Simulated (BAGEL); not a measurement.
**C2H4BClN (SMILES [H]/[C]=C\B(N)Cl): UHF/STO-3G (density fitting with qzvpp-jkfit)**

What is the energy change on altering one bond length of C2H4BClN at UHF/STO-3G (density fitting with qzvpp-jkfit)? 

The results are computed with BAGEL 1.2.2.

1 further run of the same task is left out (set aside as unsound or not needed). Runs told in other sessions of the task aren't counted.

## 1. The molecule

The species is C2H4BClN (9 atoms), meant as a doublet with charge 0. SMILES: `[H]/[C]=C\B(N)Cl`. Geometry: relaxed at GFN2-xTB. This is one conformer, not always the lowest.

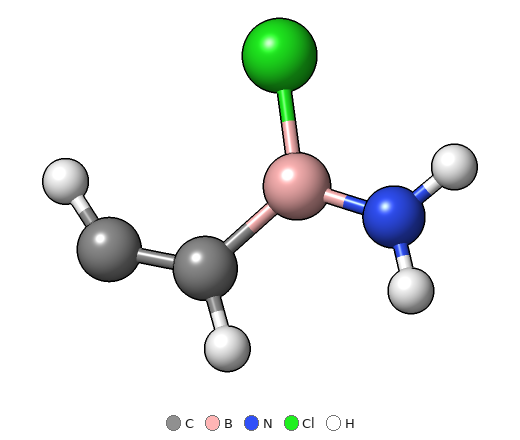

The structure, seen from a chosen angle (carbon grey, boron pink, nitrogen blue, chlorine green, hydrogen white).

## 2. A single-point energy at UHF/STO-3G (density fitting with qzvpp-jkfit)

Contents of input.json:

```json
{ "bagel": [

{
  "title": "molecule",
  "basis": "sto-3g",
  "df_basis": "qzvpp-jkfit",
  "angstrom": "true",
  "geometry": [
    { "atom": "C", "xyz": [      -0.946930,       1.388180,       1.372170 ] },
    { "atom": "C", "xyz": [      -0.321040,       0.325010,       0.968690 ] },
    { "atom": "B", "xyz": [       0.052590,      -0.052210,      -0.516980 ] },
    { "atom": "N", "xyz": [       0.812020,      -1.180090,      -0.788310 ] },
    { "atom": "Cl", "xyz": [      -0.466760,       0.926940,      -1.848380 ] },
    { "atom": "H", "xyz": [      -1.368540,       2.250710,       0.903700 ] },
    { "atom": "H", "xyz": [       0.002240,      -0.403350,       1.709250 ] },
    { "atom": "H", "xyz": [       1.159950,      -1.802440,      -0.079320 ] },
    { "atom": "H", "xyz": [       1.076470,      -1.452760,      -1.720830 ] }
  ]
},

{ "title": "uhf", "nopen": 1 },

{ "title": "print", "file": "orbitals.molden", "orbitals": "true" }

]}
```

Launch:

```console
$ BAGEL_NUM_THREADS=1 BAGEL input.json > input.out
```

Log:

```text
* using 1 threads per process

  ===============================================================
  ===============================================================

  *** Geometry ***

  { "atom" : "C", "xyz" : [     -1.789438,      2.623280,      2.593025 ] },
  { "atom" : "C", "xyz" : [     -0.606678,      0.614180,      1.830559 ] },
  { "atom" : "B", "xyz" : [      0.099381,     -0.098663,     -0.976951 ] },
  { "atom" : "N", "xyz" : [      1.534495,     -2.230047,     -1.489690 ] },
  { "atom" : "Cl", "xyz" : [     -0.882049,      1.751663,     -3.492932 ] },
  { "atom" : "H", "xyz" : [     -2.586166,      4.253225,      1.707745 ] },
  { "atom" : "H", "xyz" : [      0.004233,     -0.762221,      3.230014 ] },
  { "atom" : "H", "xyz" : [      2.191988,     -3.406118,     -0.149893 ] },
  { "atom" : "H", "xyz" : [      2.034233,     -2.745319,     -3.251897 ] },

  Number of auxiliary basis functions:      502

  Since a DF basis is specified, we compute 2- and 3-index integrals:
    o Being stored without compression. Storage requirement is 0.004 GB

  Number of basis functions:       33
  Number of electrons      :       45

    * METHOD: MOLECULE                             0.40

  *** Open-shell HF ***

  === Nuclear Repulsion ===
   181.6542089931

      * DIIS with orbital gradients will be used.

  === UHF iteration (sto-3g) ===
      0       -609.74143526          0.02283294           0.10
      1       -609.80972355          0.00867482           0.10
      2       -609.81902773          0.00386261           0.10
      3       -609.82140278          0.00151632           0.10
      4       -609.82350958          0.00043930           0.10
      5       -609.82487266          0.00022775           0.10
      6       -609.82695996          0.00014974           0.10
      7       -609.82911412          0.00013843           0.10
      8       -609.83015132          0.00013255           0.10
      9       -609.83271308          0.00010188           0.10
     10       -609.83289635          0.00004727           0.10
     11       -609.83294662          0.00001873           0.10
     12       -609.83292728          0.00001506           0.10
     13       -609.83294169          0.00001079           0.11
     14       -609.83294772          0.00000257           0.09
     15       -609.83294798          0.00000118           0.09
     16       -609.83294804          0.00000057           0.10
     17       -609.83294805          0.00000025           0.10
     18       -609.83294805          0.00000011           0.10
     19       -609.83294805          0.00000002           0.09
     20       -609.83294805          0.00000001           0.10
    * SCF iteration converged.

    * S^2 (UHF) is 1.0885

    * Permanent dipole moment:
           (   -0.537801,     0.859113,    -0.439151) a.u.

    * METHOD: UHF                                  2.27

    * METHOD: PRINT                                0.01

  ===============================================================
```

Run time: 3.3 s. Hardware: 1 thread of AMD EPYC, shared host; peak memory 0.08 GiB.

## 3. The distorted shape at the same level

Contents of calc.json:

```json
{ "bagel": [

{
  "title": "molecule",
  "basis": "sto-3g",
  "df_basis": "qzvpp-jkfit",
  "angstrom": "true",
  "geometry": [
    { "atom": "C", "xyz": [   -1.079163,    1.524523,    1.838457 ] },
    { "atom": "C", "xyz": [   -0.453273,    0.461353,    1.434977 ] },
    { "atom": "B", "xyz": [   -0.079643,    0.084133,   -0.050693 ] },
    { "atom": "N", "xyz": [    0.679787,   -1.043747,   -0.322023 ] },
    { "atom": "Cl", "xyz": [   -0.598993,    1.063283,   -1.382093 ] },
    { "atom": "H", "xyz": [   -1.500773,    2.387053,    1.369987 ] },
    { "atom": "H", "xyz": [   -0.129993,   -0.267007,    2.175537 ] },
    { "atom": "H", "xyz": [    1.027717,   -1.666097,    0.386967 ] },
    { "atom": "H", "xyz": [    1.076470,   -1.452760,   -1.720830 ] }
  ]
},
{ "title": "uhf", "nopen": 1 },
{ "title": "print", "file": "orbitals.molden", "orbitals": "true" }

]}
```

Launch:

```console
$ BAGEL_NUM_THREADS=1 BAGEL calc.json > calc.out
```

Log:

```text
* using 1 threads per process

  ===============================================================
  ===============================================================

  *** Geometry ***

  { "atom" : "C", "xyz" : [     -2.039323,      2.880931,      3.474180 ] },
  { "atom" : "C", "xyz" : [     -0.856562,      0.871831,      2.711714 ] },
  { "atom" : "B", "xyz" : [     -0.150503,      0.158988,     -0.095796 ] },
  { "atom" : "N", "xyz" : [      1.284611,     -1.972396,     -0.608535 ] },
  { "atom" : "Cl", "xyz" : [     -1.131933,      2.009314,     -2.611777 ] },
  { "atom" : "H", "xyz" : [     -2.836050,      4.510876,      2.588900 ] },
  { "atom" : "H", "xyz" : [     -0.245651,     -0.504570,      4.111169 ] },
  { "atom" : "H", "xyz" : [      1.942104,     -3.148467,      0.731262 ] },
  { "atom" : "H", "xyz" : [      2.034233,     -2.745319,     -3.251897 ] },

  Number of auxiliary basis functions:      502

  Since a DF basis is specified, we compute 2- and 3-index integrals:
    o Being stored without compression. Storage requirement is 0.004 GB

  Number of basis functions:       33
  Number of electrons      :       45

    * METHOD: MOLECULE                             0.40

  *** Open-shell HF ***

  === Nuclear Repulsion ===
   179.7437087025

      * DIIS with orbital gradients will be used.

  === UHF iteration (sto-3g) ===
      0       -609.60439848          0.02481231           0.13
      1       -609.68166706          0.01041743           0.12
      2       -609.69357531          0.00500290           0.13
      3       -609.69659306          0.00159796           0.10
      4       -609.69891983          0.00040367           0.10
      5       -609.70039605          0.00022802           0.12
      6       -609.70230020          0.00016474           0.12
      7       -609.70426889          0.00014776           0.12
      8       -609.70640270          0.00013986           0.12
      9       -609.70819912          0.00011544           0.13
     10       -609.70710594          0.00012298           0.13
     11       -609.70901425          0.00004978           0.12
     12       -609.70887636          0.00004501           0.09
     13       -609.70918450          0.00002813           0.10
     14       -609.70925762          0.00002779           0.10
     15       -609.70934724          0.00002833           0.10
     16       -609.70906463          0.00002781           0.10
     17       -609.70890569          0.00002841           0.10
     18       -609.70917412          0.00002552           0.10
     19       -609.70837334          0.00007620           0.10
     20       -609.70842990          0.00007295           0.10
     21       -609.70865683          0.00001922           0.10
     22       -609.70847846          0.00001555           0.10
     23       -609.70824694          0.00005044           0.10
     24       -609.70830397          0.00000981           0.10
     25       -609.70829814          0.00001026           0.10
     26       -609.70823503          0.00001823           0.10
     27       -609.70816146          0.00001202           0.10
     28       -609.70812196          0.00000691           0.10
     29       -609.70810973          0.00000183           0.10
     30       -609.70810739          0.00000173           0.10
     31       -609.70810719          0.00000169           0.09
     32       -609.70810721          0.00000065           0.09
     33       -609.70810722          0.00000042           0.09
     34       -609.70810719          0.00000023           0.09
     35       -609.70810720          0.00000008           0.10
     36       -609.70810719          0.00000003           0.09
     37       -609.70810719          0.00000002           0.10
     38       -609.70810719          0.00000001           0.10
     39       -609.70810719          0.00000001           0.10
    * SCF iteration converged.

    * S^2 (UHF) is 1.1030

    * Permanent dipole moment:
           (   -0.584058,     0.918604,    -0.356457) a.u.

    * METHOD: UHF                                  4.41

    * METHOD: PRINT                                0.01

  ===============================================================
```

Run time: 5.4 s. Hardware: 1 thread of AMD EPYC, shared host; peak memory 0.08 GiB.

## 4. What came out

Level: UHF/STO-3G (density fitting with qzvpp-jkfit).

```
                                                         quantity          value
                                        first shape: total energy  -609.83295 Eh
                                       first shape: dipole moment         2.81 D
                                                first shape: ⟨S²⟩          1.089
                                    distorted shape: total energy  -609.70811 Eh
                                   distorted shape: dipole moment         2.91 D
                                            distorted shape: ⟨S²⟩          1.103
energy change with the N4–H9 bond stretched from 1.007 to 1.510 Å       3.397 eV
```

In words: With the N4–H9 bond stretched from 1.007 to 1.510 Å the energy rises by 3.40 eV (78 kcal/mol). The first shape isn't relaxed at this level, so the change isn't measured from a minimum. The minimal basis adds a large error of its own. ⟨S²⟩ (first shape) is 1.09 where a pure doublet has 0.75: the reference is spin-contaminated. ⟨S²⟩ (distorted shape) is 1.10 where a pure doublet has 0.75: the reference is spin-contaminated.
